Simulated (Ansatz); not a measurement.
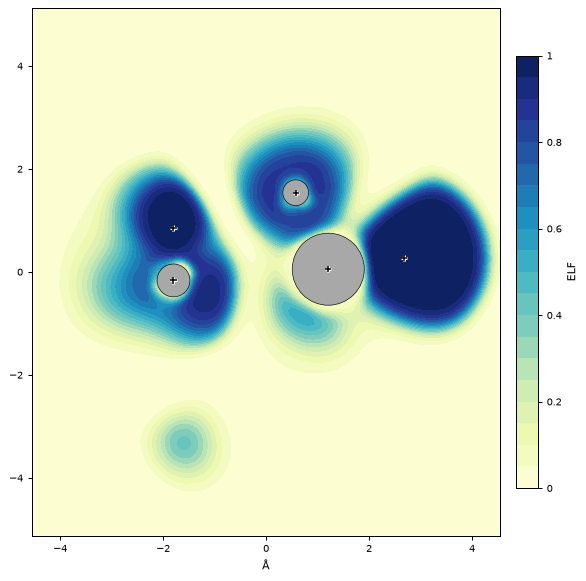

The electron localisation function on a plane through atoms (crosses mark nuclei in the plane; grey discs cover the cores).

These are results of Ansatz 0.2.0, RKS PBE0-D4/def2-TZVPP, not measurements.

Candidates:
A. FH₅Si₂···H₂···NH₃
B. H₆OSi₂···HF
C. GaH₃O···SiH₄

Q: Which system is this?

A: Candidate A: FH₅Si₂···H₂···NH₃ on the plane of atoms H3, Si1 and F7, which holds Si, H, F and N. Si1···N9 (3.01 Å): the ELF is about 0.10 at the midpoint. Si–F (1.61 Å): the ELF peaks at about 0.85 in the valence shell of F, 0.6 Å from its nucleus, and is about 0.55 at the midpoint.
